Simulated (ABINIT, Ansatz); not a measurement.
## How the form of the self-energy moves the gap of VBiO4 (Clinobisvanite)

How much does the gap of VBiO4 (Clinobisvanite) depend on the approximation to the self-energy?

Program: ABINIT 10.8.3. Level of theory: LDA and many-body steps on it, plane waves. Results are calculated unless marked as measured.

**What was measured.**

- Gap 2.39 eV: optical absorption edge, indirect Tauc analysis, light polarized along [001] (tetragonal axes), parallel to principal axis; transmittance and reflectance spectroscopy, Tauc plot; 300 K; bulk crystal (Czochralski single crystal, (110)-oriented, 360 um thick) (“Role of the ferroelastic strain in the optical absorption of BiVO4”, 2020, arxiv:2004.10183).

- Gap 2.38 eV: optical gap from linear extrapolation of the absorption edge; UV-visible absorption, Tauc-type extrapolation; powder (hydrothermally grown porous microspheres, annealed at 500 C) (“Fabrication and performance enhancement of an In2O3/BiVO4 heterojunction for N-butanol gas sensing applications”, 2024, pmc:11650617).

- Gap 2.27 eV: optical absorption edge, indirect Tauc analysis, light polarized along [-110] (tetragonal axes), perpendicular to principal axis; transmittance and reflectance spectroscopy, Tauc plot; 300 K; bulk crystal (Czochralski single crystal, (110)-oriented, 360 um thick) (“Role of the ferroelastic strain in the optical absorption of BiVO4”, 2020, arxiv:2004.10183).

### Step 1. The structure

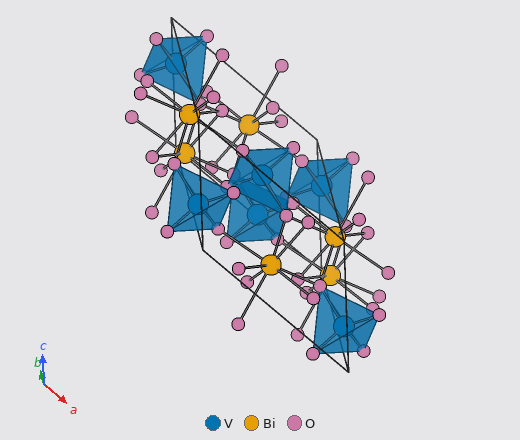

The cell as given, slightly off an axis (vanadium blue, bismuth orange, oxygen pink). This picture shows the conventional cell, with its axes. Some periodic images of atoms are drawn too.

The cell and positions come from the Crystallography Open Database and are kept as given unless a step says otherwise. Spin-orbit coupling is left out unless a step names it.

### Step 2. Empty states on the mesh, 2×2×4 mesh, 341 bands

This step: ABINIT 10.8.3; DFT, LDA, plane waves, norm-conserving pseudopotentials.

The sums over transitions need many empty states on a uniform mesh; this step solves for them.

The input, run.abi:

```
acell 3*1.0 Angstrom
rprim 
  3.623583094700 -5.848600000000 -0.000000000000
  3.623583094700 5.848600000000 0.000000000000
  -3.550011012700 0.000000000000 3.647394391800
ntypat 3
znucl 23 83 8
natom 12
typat 1 1 2 2 3 3 3 3 3 3 3 3
xred 
  0.870000000000 0.130000000000 0.750000000000
  0.130000000000 0.870000000000 0.250000000000
  0.366500000000 0.633500000000 0.750000000000
  0.633500000000 0.366500000000 0.250000000000
  0.938300000000 0.354700000000 0.638800000000
  0.645300000000 0.061700000000 0.861200000000
  0.061700000000 0.645300000000 0.361200000000
  0.354700000000 0.938300000000 0.138800000000
  0.811300000000 0.709900000000 0.879600000000
  0.290100000000 0.188700000000 0.620400000000
  0.188700000000 0.290100000000 0.120400000000
  0.709900000000 0.811300000000 0.379600000000
pp_dirpath "pseudos"
pseudos "V.upf, Bi.upf, O.upf"
ecut 42
ngkpt 2 2 4
nshiftk 1
shiftk 0 0 0
kptopt 1
chksymbreak 0
iscf -2
irdden 1
istwfk *1
nband 341
nbdbuf 30
tolwfr 1e-09
nstep 60
prtvol 0
indata_prefix "in"
outdata_prefix "out"
tmpdata_prefix "tmp"
```

On the command line:

```sh
$ OMP_NUM_THREADS=1 mpirun -n 16 abinit run.abi > log
```

Numbers of over 12 decimals in the logs are rounded to 6 here.

Output:

```text
.Version 10.8.3 of ABINIT. v10.8.2 released Aug 2026.

 Symmetries : space group C2/c (# 15); Bravais mC (1-face-center monocl.)
[... echo of the input left out ...]
== DATASET  1 ==================================================================
-   mpi_nproc: 16, omp_nthreads: 1 (-1 if OMP is not activated)
-    --> not optimal distribution: autoparal keyword recommended in input file <--

--- !DatasetInfo
iteration_state: {dtset: 1, }
dimensions: {natom: 12, nkpt: 9, mband: 341, nsppol: 1, nspinor: 1, nspden: 1, mpw: 13589, }
[...]
2.90795    2.92277    2.92749    2.94073    2.94119    2.95199    2.95665    2.95779
   2.97934    2.98777    2.99163    2.99289    3.01154    3.01457    3.01936    3.02294
   3.02385    3.02660    3.05083    3.05742    3.07544
 prteigrs : prtvol=0 or 1, do not print more k-points.

== END DATASET(S) ==============================================================
================================================================================

 -outvars: echo values of variables after computation  --------
            nband         341
             nkpt           9
          spgroup          15
 [... the other variables as echoed above ...]

 Calculation completed.
```

Elapsed: 10 min, on 16 MPI ranks of Arm Neoverse N1, shared host; peak memory 2.3 GiB; 2.8 h of CPU time.

This step gave:

```yaml
gap: 2.325 eV
k_of_the_valence_top: 0, 0, 0.25
k_of_the_conduction_bottom: 0.5, 0, 0.5
least_direct_gap: 2.381 eV
k_points_computed: 9
lowest_point_of_the_top_converged_band_above_the_valence_top: 70.9061 eV
```

On this mesh the gap is 2.325 eV.

The density comes from a self-consistent run that is not shown.

### Step 3. Screening, 2×2×4 mesh, 162 bands, screening to 114.3 eV

The RPA dielectric matrix is built and inverted for each q.

This step: RPA screening on LDA, plane waves, norm-conserving pseudopotentials.

Edit run.abi of step 2 so:

```diff
@@ -30,10 +30,11 @@
 chksymbreak 0
-iscf -2
-irdden 1
 istwfk *1
-nband 341
-nbdbuf 30
-tolwfr 1e-09
-nstep 60
-prtvol 0
+occopt 1
+irdwfk 1
+optdriver 3
+nband 162
+ecuteps 4.2
+inclvkb 2
+awtr 1
+symchi 1
 indata_prefix "in"
```

Output:

```text
.Version 10.8.3 of ABINIT. v10.8.2 released Aug 2026.

 Symmetries : space group C2/c (# 15); Bravais mC (1-face-center monocl.)
[... echo of the input left out ...]
== DATASET  1 ==================================================================
-   mpi_nproc: 16, omp_nthreads: 1 (-1 if OMP is not activated)

--- !DatasetInfo
iteration_state: {dtset: 1, }
dimensions: {natom: 12, nkpt: 9, mband: 162, nsppol: 1, nspinor: 1, nspden: 1, mpw: 13589, }
cutoff_energies: {ecut:  42.0, pawecutdg:  -1.0, }
electrons: {nelect:   1.20000000E+02, charge:   0.00000000E+00, occopt:   1.00000000E+00, tsmear:   1.00000000E-02, }

 SCREENING: Calculation of the susceptibility and dielectric matrices

 Based on a program developped by R.W. Godby, V. Olevano, G. Onida, and L. Reining.
 Incorporated in ABINIT by V. Olevano, G.-M. Rignanese, and M. Torrent.
.Using double precision arithmetic ; gwpc =  8

[... cell and pseudopotentials left out ...]
--------------------------------------------------------------------------------

 ==== K-mesh for the wavefunctions ====
 Number of points in the irreducible wedge :     9
[... list of points left out ...]
 Together with  4 symmetry operations and time-reversal symmetry
 yields    16 points in the full Brillouin Zone.

 ==== Q-mesh for the screening function ====
 Number of points in the irreducible wedge :     9
[... list of points left out ...]
 Together with  4 symmetry operations and time-reversal symmetry
 yields    16 points in the full Brillouin Zone.

 setmesh: FFT mesh size selected  =    40x   40x   30
          total number of points  =        48000

 vcoul_init : cutoff-mode = AUXILIARY_FUNCTION
 q-points for optical limit:   1
     1)      0.000010    0.000020    0.000030

- screening: taking advantage of time-reversal symmetry
- Maximum band index for partially occupied states nbvw = 60
- Remaining bands to be divided among processors   nbcw = 102
- Number of bands treated by each node ~6

 Number of electrons calculated from density =  120.0000; Expected =  120.0000
 average of density, n =  0.115022
 r_s =    1.2756
 omega_plasma =   32.7150 [eV]

 calculating chi0 at frequencies [eV] :
  1    0.000000E+00    0.000000E+00
  2    0.000000E+00    3.271497E+01

--------------------------------------------------------------------------------
  q-point number  1        q = ( 0.000000, 0.000000, 0.000000) [r.l.u.]
--------------------------------------------------------------------------------
[... chi0 elements left out ...]
 For q-point:  0.000010 0.000020 0.000030
  dielectric constant =   7.3071
  dielectric constant without local fields =   8.4635

  Average fulfillment of the sum rule on Im[epsilon] for q-point    1 :     41.69  [%]
[... wings left out ...]
  q-point number  2        q = ( 0.500000, 0.000000, 0.000000) [r.l.u.]
--------------------------------------------------------------------------------
[... chi0 elements left out ...]
  Average fulfillment of the sum rule on Im[epsilon] for q-point    2 :     47.61  [%]

 [... 7 further q-points ...]
```

Run time: 4.6 min. Hardware: 16 MPI ranks; peak memory 13 GiB; 74 min of CPU time.

Numbers from this step:

| Property | Result |
| --- | --- |
| ε∞ with local fields, on this mesh, along the program's q direction | 7.307 |
| the same without local fields | 8.463 |
| plasma frequency | 32.72 eV |
| plane waves in the screening matrix | 419 |

Local fields lower ε∞ by 14 %. On a Γ-centred mesh this coarse the value itself is usually too large, while a short band sum pulls it down.

### Step 4. G0W0, Godby-Needs plasmon pole

The self-energy is evaluated for the states that the input lists, and the levels follow from it, in one-shot runs by the linearised quasiparticle equation.

This step: G0W0 on LDA, plane waves, norm-conserving pseudopotentials.

Edit run.abi of step 3 so:

```diff
@@ -33,8 +33,21 @@
 irdwfk 1
-optdriver 3
+optdriver 4
 nband 162
+gwcalctyp 0
+ecutsigx 42
+symsigma 1
+nkptgw 4
+kptgw 
+  0.0000000000 0.0000000000 0.2500000000
+  0.5000000000 0.0000000000 0.5000000000
+  0.5000000000 0.0000000000 0.0000000000
+  0.0000000000 0.0000000000 0.0000000000
+bdgw 
+  59 62
+  59 62
+  59 62
+  59 62
 ecuteps 4.2
-inclvkb 2
-awtr 1
-symchi 1
+irdscr 1
+ppmodel 1
 indata_prefix "in"
```

Output:

```text
.Version 10.8.3 of ABINIT. v10.8.2 released Aug 2026.

 Symmetries : space group C2/c (# 15); Bravais mC (1-face-center monocl.)
[... echo of the input left out ...]
== DATASET  1 ==================================================================
-   mpi_nproc: 16, omp_nthreads: 1 (-1 if OMP is not activated)

--- !DatasetInfo
iteration_state: {dtset: 1, }
dimensions: {natom: 12, nkpt: 9, mband: 162, nsppol: 1, nspinor: 1, nspden: 1, mpw: 13589, }
cutoff_energies: {ecut:  42.0, pawecutdg:  -1.0, }
electrons: {nelect:   1.20000000E+02, charge:   0.00000000E+00, occopt:   1.00000000E+00, tsmear:   1.00000000E-02, }

 SIGMA: Calculation of the GW corrections

 Based on a program developped by R.W. Godby, V. Olevano, G. Onida, and L. Reining.
 Incorporated in ABINIT by V. Olevano, G.-M. Rignanese, and M. Torrent.
.Using double precision arithmetic ; gwpc =  8

[... cell and pseudopotentials left out ...]
--------------------------------------------------------------------------------

 ==== K-mesh for the wavefunctions ====
 Number of points in the irreducible wedge :     9
[... list of points left out ...]
 Together with  4 symmetry operations and time-reversal symmetry
 yields    16 points in the full Brillouin Zone.

 ==== Q-mesh for screening function ====
 Number of points in the irreducible wedge :     9
[... list of points left out ...]
 Together with  4 symmetry operations and time-reversal symmetry
 yields    16 points in the full Brillouin Zone.

 vcoul_init : cutoff-mode = AUXILIARY_FUNCTION
 q-points for optical limit:   1
     1)      0.000010    0.000020    0.000030
 setmesh: FFT mesh size selected  =    60x   60x   48
          total number of points  =       172800

 Number of electrons calculated from density =  120.0000; Expected =  120.0000
 average of density, n =  0.115022
 r_s =    1.2756
 omega_plasma =   32.7150 [eV]

 === KS Band Gaps ===
  >>>> For spin  1
   Minimum direct gap =   2.3811 [eV], located at k-point      :   0.5000  0.0000  0.0000
   Fundamental gap    =   2.3246 [eV], Top of valence bands at :   0.0000  0.0000  0.2500
                                       Bottom of conduction at :   0.5000  0.0000  0.5000
 SIGMA fundamental parameters:
 PLASMON POLE MODEL  1
 number of plane-waves for SigmaX                13521
 number of plane-waves for SigmaC and W            419
 number of plane-waves for wavefunctions         13521
 number of bands                                   162
 number of independent spin polarizations            1
 number of spinorial components                      1
 number of k-points in IBZ                           9
 number of q-points in IBZ                           9
 number of symmetry operations                       4
 number of k-points in BZ                           16
 number of q-points in BZ                           16
 number of frequencies for dSigma/dE                 9
 frequency step for dSigma/dE [eV]                0.25
 number of omega for Sigma on real axis              0
 max omega for Sigma on real axis  [eV]           0.00
 zcut for avoiding poles [eV]                     0.10

 EPSILON^-1 parameters (SCR file):
 dimension of the eps^-1 matrix on file            419
 dimension of the eps^-1 matrix used               419
 number of plane-waves for wavefunctions         13521
 number of bands                                   162
 number of q-points in IBZ                           9
 number of frequencies                               2
 number of real frequencies                          1
 number of imag frequencies                          1

 matrix elements of self-energy operator (all in [eV])

 Perturbative Calculation

--- !SelfEnergy_ee
iteration_state: {dtset: 1, }
kpoint     : [   0.000,    0.000,    0.250, ]
spin       : 1
KS_gap     :    2.627
QP_gap     :    3.942
Delta_QP_KS:    1.315
data: !SigmaeeData |
     Band     E0 <VxcDFT>   SigX SigC(E0)      Z dSigC/dE  Sig(E)    E-E0       E
       59   4.879 -19.724 -24.209   5.002   0.767  -0.304 -19.327   0.397   5.275
       60   5.384 -19.614 -22.603   3.751   0.781  -0.281 -19.019   0.595   5.979
       61   8.011 -20.594 -14.004  -4.134   0.778  -0.286 -18.684   1.910   9.920
       62   8.173 -21.252 -14.454  -4.209   0.775  -0.291 -19.246   2.006  10.179

--- !SelfEnergy_ee
iteration_state: {dtset: 1, }
kpoint     : [   0.500,    0.000,    0.500, ]
spin       : 1
KS_gap     :    2.462
QP_gap     :    3.838
Delta_QP_KS:    1.375
data: !SigmaeeData |
     Band     E0 <VxcDFT>   SigX SigC(E0)      Z dSigC/dE  Sig(E)    E-E0       E
       59   4.988 -19.874 -24.006   4.717   0.770  -0.299 -19.424   0.451   5.439
       60   5.246 -19.529 -22.513   3.720   0.783  -0.277 -18.953   0.576   5.822
[...]
--- !SelfEnergy_ee
iteration_state: {dtset: 1, }
kpoint     : [   0.500,    0.000,    0.000, ]
spin       : 1
KS_gap     :    2.381
QP_gap     :    3.739
Delta_QP_KS:    1.358
data: !SigmaeeData |
     Band     E0 <VxcDFT>   SigX SigC(E0)      Z dSigC/dE  Sig(E)    E-E0       E
[...]
--- !SelfEnergy_ee
iteration_state: {dtset: 1, }
kpoint     : [   0.000,    0.000,    0.000, ]
spin       : 1
KS_gap     :    2.965
QP_gap     :    4.514
Delta_QP_KS:    1.548
data: !SigmaeeData |
     Band     E0 <VxcDFT>   SigX SigC(E0)      Z dSigC/dE  Sig(E)    E-E0       E
[...]
60   5.001 -20.090 -24.285   4.798   0.771  -0.297 -19.625   0.465   5.465
       61   7.966 -20.896 -14.115  -4.192   0.778  -0.286 -18.883   2.013   9.979
       62   8.407 -21.599 -14.724  -4.236   0.772  -0.296 -19.563   2.037  10.443

== END DATASET(S) ==============================================================
================================================================================

 -outvars: echo values of variables after computation  --------
           etotal      0.0000000000E+00
            nband         162
             nkpt           9
          spgroup          15
 [... the other variables as echoed above ...]

 Calculation completed.
```

Wall time 44 s (16 MPI ranks); peak memory 5.7 GiB.

This step gave:

```yaml
g0w0_gap_on_the_mesh: 3.681 eV
starting_gap_on_the_mesh: 2.325 eV
k_of_the_valence_top: 0, 0, 0.25
k_of_the_conduction_bottom: 0.5, 0, 0.5
z_at_the_valence_top: 0.781
z_at_the_conduction_bottom: 0.777
least_direct_g0w0_gap_on_the_computed_points: 3.740 eV
```

The gap on the mesh goes from 2.32 eV to 3.68 eV, a correction of +1.36 eV.

### Step 5. G0W0, Engel-Farid plasmon pole

Edit run.abi of step 4 so:

```diff
@@ -51,3 +51,3 @@
 irdscr 1
-ppmodel 1
+ppmodel 4
 indata_prefix "in"
```

Output:

```text
.Version 10.8.3 of ABINIT. v10.8.2 released Aug 2026.

 Symmetries : space group C2/c (# 15); Bravais mC (1-face-center monocl.)
[... echo of the input left out ...]
== DATASET  1 ==================================================================
-   mpi_nproc: 16, omp_nthreads: 1 (-1 if OMP is not activated)

--- !DatasetInfo
iteration_state: {dtset: 1, }
dimensions: {natom: 12, nkpt: 9, mband: 162, nsppol: 1, nspinor: 1, nspden: 1, mpw: 13589, }
cutoff_energies: {ecut:  42.0, pawecutdg:  -1.0, }
electrons: {nelect:   1.20000000E+02, charge:   0.00000000E+00, occopt:   1.00000000E+00, tsmear:   1.00000000E-02, }

 SIGMA: Calculation of the GW corrections

 Based on a program developped by R.W. Godby, V. Olevano, G. Onida, and L. Reining.
 Incorporated in ABINIT by V. Olevano, G.-M. Rignanese, and M. Torrent.
.Using double precision arithmetic ; gwpc =  8

[... cell and pseudopotentials left out ...]
--------------------------------------------------------------------------------

 ==== K-mesh for the wavefunctions ====
 Number of points in the irreducible wedge :     9
[... list of points left out ...]
 Together with  4 symmetry operations and time-reversal symmetry
 yields    16 points in the full Brillouin Zone.

 ==== Q-mesh for screening function ====
 Number of points in the irreducible wedge :     9
[... list of points left out ...]
 Together with  4 symmetry operations and time-reversal symmetry
 yields    16 points in the full Brillouin Zone.

 vcoul_init : cutoff-mode = AUXILIARY_FUNCTION
 q-points for optical limit:   1
     1)      0.000010    0.000020    0.000030
 setmesh: FFT mesh size selected  =    60x   60x   48
          total number of points  =       172800

 Number of electrons calculated from density =  120.0000; Expected =  120.0000
[...]
matrix elements of self-energy operator (all in [eV])

 Perturbative Calculation

--- !SelfEnergy_ee
iteration_state: {dtset: 1, }
kpoint     : [   0.000,    0.000,    0.250, ]
spin       : 1
KS_gap     :    2.627
QP_gap     :    4.084
Delta_QP_KS:    1.457
data: !SigmaeeData |
     Band     E0 <VxcDFT>   SigX SigC(E0)      Z dSigC/dE  Sig(E)    E-E0       E
       59   4.879 -19.724 -24.209   5.005   0.788  -0.270 -19.314   0.410   5.288
       60   5.384 -19.614 -22.603   3.739   0.800  -0.250 -19.014   0.599   5.983
       61   8.011 -20.594 -14.004  -4.032   0.804  -0.244 -18.538   2.056  10.067
[...]
--- !SelfEnergy_ee
iteration_state: {dtset: 1, }
kpoint     : [   0.500,    0.000,    0.500, ]
spin       : 1
KS_gap     :    2.462
QP_gap     :    3.990
Delta_QP_KS:    1.527
data: !SigmaeeData |
     Band     E0 <VxcDFT>   SigX SigC(E0)      Z dSigC/dE  Sig(E)    E-E0       E
[...]
--- !SelfEnergy_ee
iteration_state: {dtset: 1, }
kpoint     : [   0.500,    0.000,    0.000, ]
spin       : 1
KS_gap     :    2.381
QP_gap     :    3.884
Delta_QP_KS:    1.503
data: !SigmaeeData |
     Band     E0 <VxcDFT>   SigX SigC(E0)      Z dSigC/dE  Sig(E)    E-E0       E
[...]
--- !SelfEnergy_ee
iteration_state: {dtset: 1, }
kpoint     : [   0.000,    0.000,    0.000, ]
spin       : 1
KS_gap     :    2.965
QP_gap     :    4.658
Delta_QP_KS:    1.693
data: !SigmaeeData |
     Band     E0 <VxcDFT>   SigX SigC(E0)      Z dSigC/dE  Sig(E)    E-E0       E
[...]
61   7.966 -20.896 -14.115  -4.080   0.803  -0.245 -18.727   2.169  10.135
       62   8.407 -21.599 -14.724  -4.097   0.798  -0.252 -19.381   2.218  10.625

== END DATASET(S) ==============================================================
================================================================================

 -outvars: echo values of variables after computation  --------
           etotal      0.0000000000E+00
            nband         162
             nkpt           9
          spgroup          15
 [... the other variables as echoed above ...]

 Calculation completed.
```

Wall time 47 s (16 MPI ranks); peak memory 6 GiB; 13 min of CPU time.

Numbers from this step:

```
G0W0 gap on the mesh                         : 3.828 eV
starting gap on the mesh                     : 2.325 eV
k of the valence top                         : 0, 0, 0.25
k of the conduction bottom                   : 0.5, 0, 0.5
Z at the valence top                         : 0.8
Z at the conduction bottom                   : 0.803
least direct G0W0 gap on the computed points : 3.884 eV
```

Against G0W0 in ABINIT (2×2×4 mesh, 162 bands, screening to 114.3 eV, Godby-Needs plasmon pole), the gap moves by +0.147 eV.

(Continued in part 2 of 2.)

[Paths, hosts, dates, memory and timing lines, banners, echoed tables and standing remarks are left out of the program output.]

[Logs are printed without paths, hosts, clocks, repeated set-up lines and the standing remarks that a program may print on its own settings, such as how far it seeks lower states.]

[Runs of the session that timed out or met a known fault of the program may be left out.]

[Hosts, paths, dates, database ids (printed as entryN), source tags and the programs' standing remarks are cut or masked in the printed files.]

[G0W0 gaps are taken among the corrected bands and points alone; a level outside them can change the order at an edge.]

[Where Ansatz stands beside ABINIT at settings called matched, ABINIT's density can come from a denser mesh and the files from another edition; pairs whose starting gaps differed by over 0.03 eV were left out, so agreement reads better than it is.]
